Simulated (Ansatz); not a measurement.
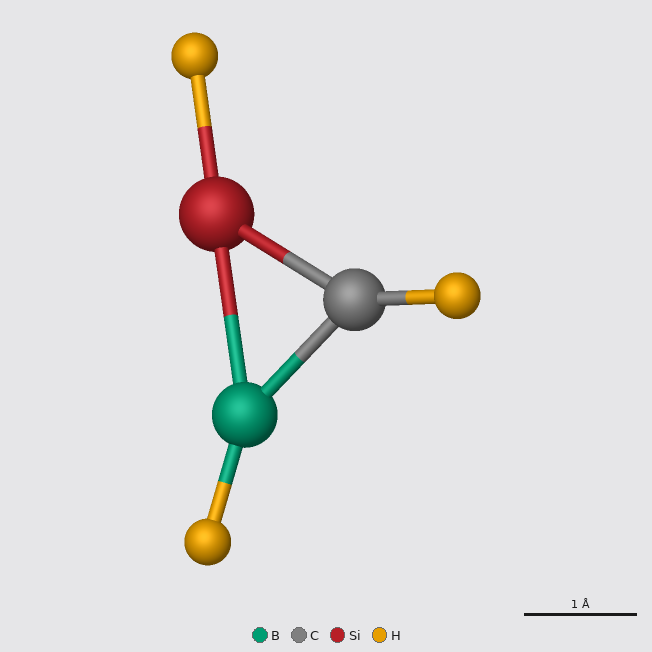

The picture shows a molecular structure as a ball-and-stick model. Every bond is drawn as one stick, whatever its order.

The geometry was computed by an optimisation with PBE0-D4/def2-TZVP. No frequency run is at hand to confirm it as a minimum.

Question: Count the atoms of each element.

Answer: CH₃BSi, 6 atoms: 1 carbon, 3 hydrogen, 1 boron and 1 silicon.

Question: How many bonds of each kind are drawn?

Answer: 1 C–B, 1 Si–H, 1 C–Si, 1 C–H, 1 B–H, 1 B–Si. Sticks follow a distance rule.

Question: What is the point group of this geometry?

Answer: Cs.

Question: How many sets of symmetry-equivalent atoms are there?

Answer: 6: 1 B, 1 C, 1 Si, 1 H, 1 H, 1 H.

The parts below concern this one geometry. Atoms keep their numbers from picture to picture.

## Geometry

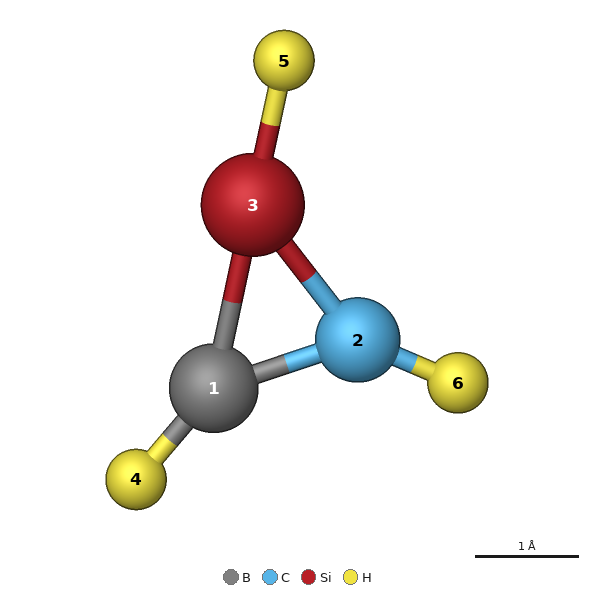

No frequency run is at hand to confirm it as a minimum.

Give these bond angles: C2–B1–Si3, C2–B1–H4, Si3–B1–H4, B1–C2–Si3, B1–C2–H6, Si3–C2–H6, B1–Si3–C2, B1–Si3–H5, C2–Si3–H5.

| angle | degrees |
| --- | --- |
| C2–B1–Si3 | 60.3 |
| C2–B1–H4 | 147.9 |
| Si3–B1–H4 | 151.8 |
| B1–C2–Si3 | 71.6 |
| B1–C2–H6 | 137.0 |
| Si3–C2–H6 | 151.4 |
| B1–Si3–C2 | 48.0 |
| B1–Si3–H5 | 179.8 |
| C2–Si3–H5 | 131.8 |

## Electronic properties

No frequency run is at hand to confirm it as a minimum. Method: RKS PBE0-D4/def2-TZVPP (Ansatz 0.2.0).

Computed properties:

- HOMO energy (Kohn–Sham orbital): −7.11 eV
- LUMO energy (Kohn–Sham orbital): −1.55 eV
- HOMO–LUMO gap: 5.56 eV

## Dipole moment

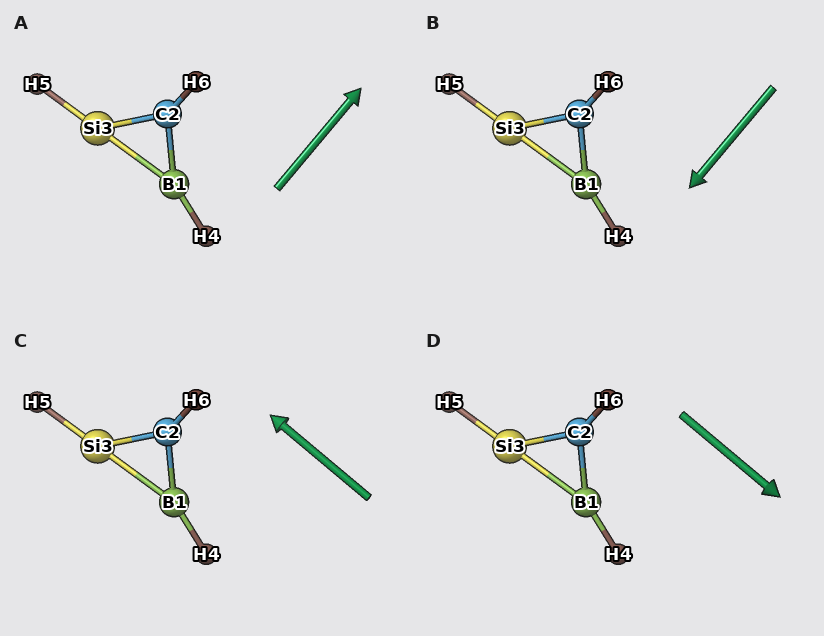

The same molecule four times, each with an arrow. No frequency run is at hand to confirm it as a minimum. Level of theory: RKS PBE0-D4/def2-TZVP (Ansatz 0.2.0).

Question: Which arrow points along the dipole moment, from the negative to the positive end?

Answer: C. The dipole moment is 1.44 D; it points from the side of H4 to the side of H5 (the outermost atoms at the two ends).

## Charges

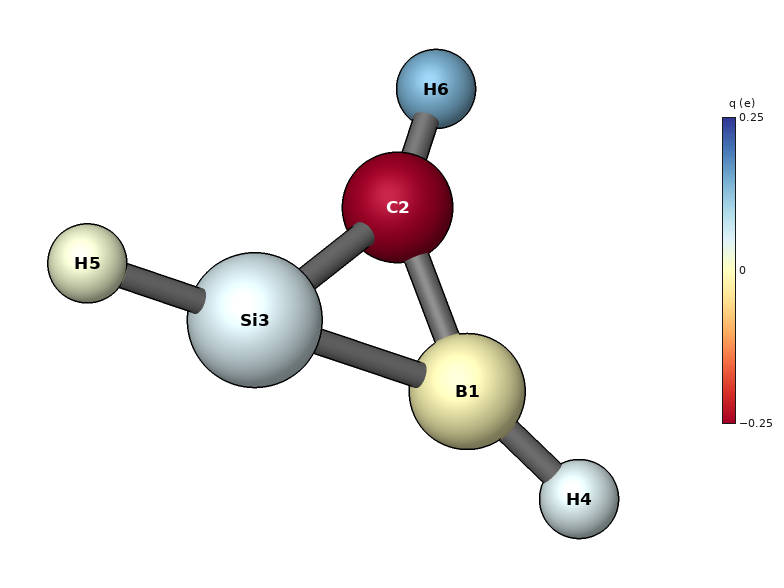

Atoms are coloured by their Mulliken charges. No frequency run is at hand to confirm it as a minimum. Level of theory: RKS PBE0-D4/def2-TZVP (Ansatz 0.2.0).

Give the Mulliken charges atom by atom.

| atom | value (e) |
| --- | --- |
| B1 | −0.01 |
| C2 | −0.25 |
| Si3 | 0.05 |
| H4 | 0.05 |
| H5 | 0.02 |
| H6 | 0.14 |

Mulliken values depend strongly on the basis set and can even reverse the polarity of a bond.
